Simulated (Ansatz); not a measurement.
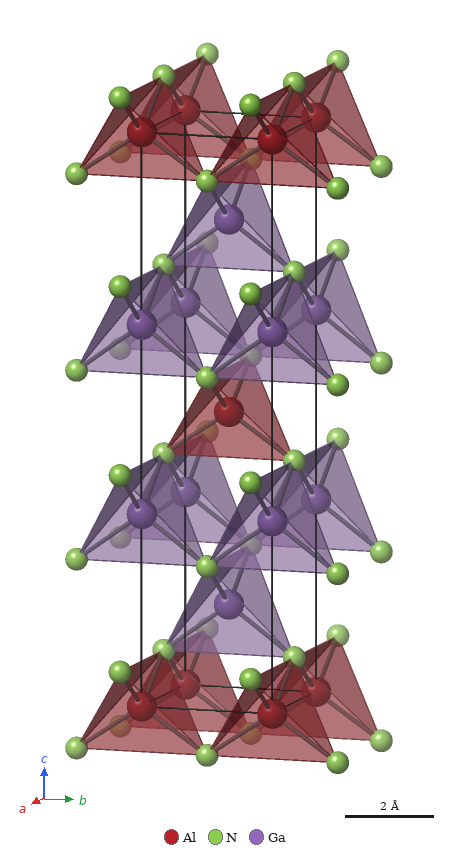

The image is a polyhedral drawing of a crystal, viewed slightly off an axis. The edges of the conventional unit cell are marked. A few atoms beyond the faces are included.

AlGa$_{2}$N$_{3}$, space group I-4m2 (No. 119), a = 3.153 Å, b = 3.153 Å, c = 13.341 Å, α = 90.00°, β = 90.00°, γ = 90.00°. Origin of the cell: a structure type filled with these elements by a generator (whether the compound takes this form wasn't checked). Earlier steps of the study, as a rule a relaxation of our own, may have changed the cell and positions, so they can lie some per cent off the listed ones. Ansatz was used for an electronic-structure calculation on it.

This one geometry was computed with Ansatz (DFT, plane waves, PAW) at five levels of theory: PBE0, PBE, HSE06, r2SCAN and PBE with spin-orbit coupling. It was relaxed beforehand with r2SCAN.

Which level gives the highest pressure at this volume, and what does that say about its equilibrium volume?

Highest: PBE (5.7 GPa) and PBE with spin-orbit coupling (5.7 GPa), which points to the largest equilibrium volume. Lowest, with the smallest volume: PBE0 (-0.4 GPa), HSE06 (-0.2 GPa) and r2SCAN (0.0 GPa). Levels within 0.5 GPa of each other can't be told apart.

How does the band gap change with the level of theory?

PBE with spin-orbit coupling: a gap of 2.45 eV, direct; PBE: a gap of 2.45 eV, direct; r2SCAN: a gap of 2.93 eV, direct; HSE06: a gap of 3.74 eV, direct; PBE0: a gap of 4.44 eV, direct.

Collect the results in a table.

| level | cutoff (eV) | k-mesh of the run's cell | gap (eV) | pressure (GPa) |
| --- | --- | --- | --- | --- |
| PBE0 | 420 | 6×6×6 | 4.44 | -0.4 |
| PBE | 420 | 12×12×12 | 2.45 | 5.7 |
| HSE06 | 420 | 6×6×6 | 3.74 | -0.2 |
| r2SCAN | 500 | 12×12×12 | 2.93 | 0.0 |
| PBE with spin-orbit coupling | 420 | 12×12×12 | 2.45 | 5.7 |

Gaps are taken on the k-mesh or band path of each run.
